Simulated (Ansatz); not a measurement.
**C6H5F (fluorobenzene) at CCSD/6-31G(d) (spherical functions)**

Aim: the electronic atomisation energy of C6H5F (fluorobenzene) at CCSD/6-31G* (spherical functions), from 4 runs. 

The calculation is run with Ansatz 0.2.0.

38 further runs of the same task are left out: 38 set aside as unsound or not needed. Runs told in other sessions of the task aren't counted.

## 1. The system as given

The species is C6H5F (12 atoms), meant as a singlet with charge 0. SMILES: `Fc1ccccc1`. The coordinates come from a PBE0-D4/def2-TZVP relaxation.

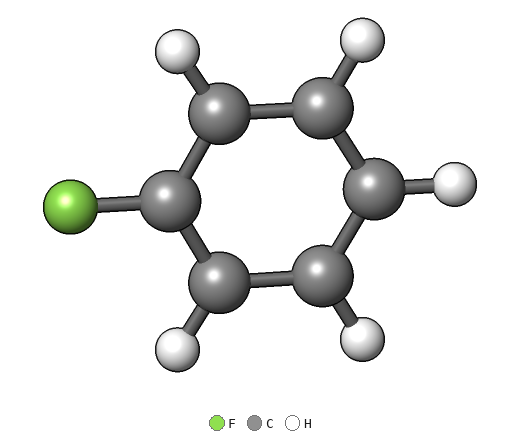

The structure, seen from a chosen angle (fluorine green, carbon grey, hydrogen white).

## 2. A single-point energy at CCSD/6-31G(d) (spherical functions)

Contents of job.yaml:

```yaml
crystal:
  periodic: [false, false, false]
  atoms:
    - symbol: F
      position_ang: [0.373400, -2.651880, -0.049000]
    - symbol: C
      position_ang: [0.186660, -1.325620, -0.024490]
    - symbol: C
      position_ang: [-0.745470, -0.799820, 0.848530]
    - symbol: C
      position_ang: [-0.932320, 0.574350, 0.867240]
    - symbol: C
      position_ang: [-0.196600, 1.396240, 0.025800]
    - symbol: C
      position_ang: [0.733120, 0.840420, -0.841100]
    - symbol: C
      position_ang: [0.932970, -0.531670, -0.873120]
    - symbol: H
      position_ang: [-1.307140, -1.462390, 1.495210]
    - symbol: H
      position_ang: [-1.659890, 1.003340, 1.546360]
    - symbol: H
      position_ang: [-0.347620, 2.468730, 0.045610]
    - symbol: H
      position_ang: [1.310500, 1.477900, -1.500520]
    - symbol: H
      position_ang: [1.652380, -0.989580, -1.540520]
basis:
  gaussian:
    orbitals: 6-31G_st_-spherical.json
correlation:
  method: ccsd
  frozen_orbitals: {C: 1, F: 1, H: 0}
accuracy: high
scf:
  omitted_lower_state_checks: [cluster_reference, increment]
```

The basis set 6-31G* is read from a file made from the Basis Set Exchange's data (not shown).

Command:

```
$ ansatz run job.yaml --threads 1 --pin off --max-ram 3480MiB --events-out events.jsonl --progress --plain --runs-dir runs
```

Log:

```text
Warning: RAYON_NUM_THREADS=1 ignored (pool sized by the plan → 1); use --threads N
[... 11 lines left out ...]
7 core orbitals not correlated: weight in the atoms' cores, before any rotation towards them, 1.000 or more for the frozen orbitals, at most 0.000 for the correlated occupied ones
[... 24 lines left out ...]
Total energy: -8993.37011287 eV, -330.5002557227 hartree
Checks for a lower state left out: cluster_reference, increment
```

Wall time 27 s (1 thread of Intel Xeon 6975P-C (Granite Rapids), shared host); peak memory 1 GiB.

## 3. The C atom at the same level

Contents of molecule.yaml:

```yaml
crystal:
  periodic: [false, false, false]
  atoms:
    - {symbol: C, position_ang: [0.000000, 0.000000, 0.000000]}
basis:
  gaussian:
    orbitals: 6-31G_st_-spherical.json
magnetization:
  spin_polarized: true
  initial_magnetization: 2
correlation:
  method: ccsd
  frozen_orbitals: {C: 1}
accuracy: high
scf:
  omitted_lower_state_checks: [cluster_reference, increment]
```

The basis set 6-31G* is read from a file made from the Basis Set Exchange's data (not shown).

Run the same way, it converges to -37.75036 Eh (log not shown).

## 4. The F atom, same level

Contents of run.yaml:

```yaml
crystal:
  periodic: [false, false, false]
  atoms:
    - {symbol: F, position_ang: [0.000000, 0.000000, 0.000000]}
basis:
  gaussian:
    orbitals: 6-31G_st_-spherical.json
scf:
  omitted_lower_state_checks: [cluster_reference, increment]
magnetization:
  spin_polarized: true
  initial_magnetization: 1
accuracy: high
correlation:
  method: ccsd
  frozen_orbitals: {F: 1}
```

The basis set 6-31G* is read from a file made from the Basis Set Exchange's data (not shown).

Run the same way, it converges to -99.49567 Eh (log not shown).

## 5. The H atom: the energy at UHF/6-31G(d) (spherical functions)

Contents of job.yaml:

```yaml
crystal:
  periodic: [false, false, false]
  atoms:
    - {symbol: H, position_ang: [0.000000, 0.000000, 0.000000]}
basis:
  gaussian: {orbitals: "6-31G*"}
magnetization: {spin_polarized: true, initial_magnetization: 1}
hamiltonian: {xc: hf}
accuracy: high
```

Run the same way, it converges to -0.49823 Eh (log not shown).

## 6. Outcome

Level: CCSD/6-31G* (spherical functions), 7 core orbitals frozen.

| quantity | value |
| --- | --- |
| molecule: total energy | -330.50026 Eh |
| molecule: correlation energy (7 core orbitals frozen) | -947.5 mEh |
| molecule: T1 diagnostic | 0.012 |
| C atom: total energy | -37.75036 Eh |
| C atom: correlation energy (1 core orbital frozen) | -69.8 mEh |
| C atom: ⟨S²⟩ of the reference determinant | 2.005 |
| C atom: T1 diagnostic | 0.006 |
| F atom: total energy | -99.49567 Eh |
| F atom: correlation energy (1 core orbital frozen) | -132.3 mEh |
| F atom: ⟨S²⟩ of the reference determinant | 0.753 |
| F atom: T1 diagnostic | 0.005 |
| H atom: total energy | -0.49823 Eh |
| H atom: ⟨S²⟩ | 0.750 |
| electronic atomisation energy | 54.730 eV |

Taking the molecule apart into free atoms costs 54.73 eV (1262 kcal/mol), before zero-point energy and without spin-orbit coupling. The restricted solution (molecule) is unstable to spin breaking: an unrestricted one lies lower.
